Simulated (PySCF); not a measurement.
SMILES [O+]#[C-]->[Cr](<-[C-]#[O+])(<-[C-]#[O+])(<-[C-]#[O+])(<-[C-]#[O+])<-[C-]#[O+] (C6CrO6) at its B3LYP/def2-SVP optimised geometry (Å):

```
13

Cr     0.0000     0.0000     0.0000
O     -3.0626     0.0012    -0.0005
C     -1.9180     0.0005    -0.0003
O     -0.0016    -3.0623    -0.0003
C     -0.0007    -1.9178    -0.0002
O      0.0011     3.0623    -0.0003
C      0.0005     1.9178     0.0000
O      3.0626     0.0002    -0.0002
C      1.9180     0.0000     0.0000
O      0.0003    -0.0018    -3.0623
C      0.0002    -0.0006    -1.9178
O     -0.0004     0.0008     3.0624
C     -0.0002     0.0002     1.9178
```

Method: B3LYP/def2-TZVP (PySCF).

Map of the electron localisation function on the plane z = 1.2 Å:

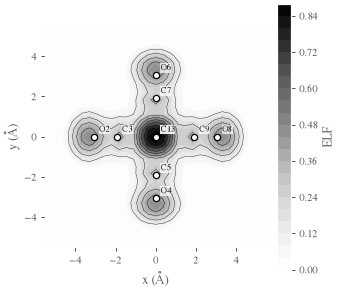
Figure. Electron localisation function on the plane z = 1.2 Å.
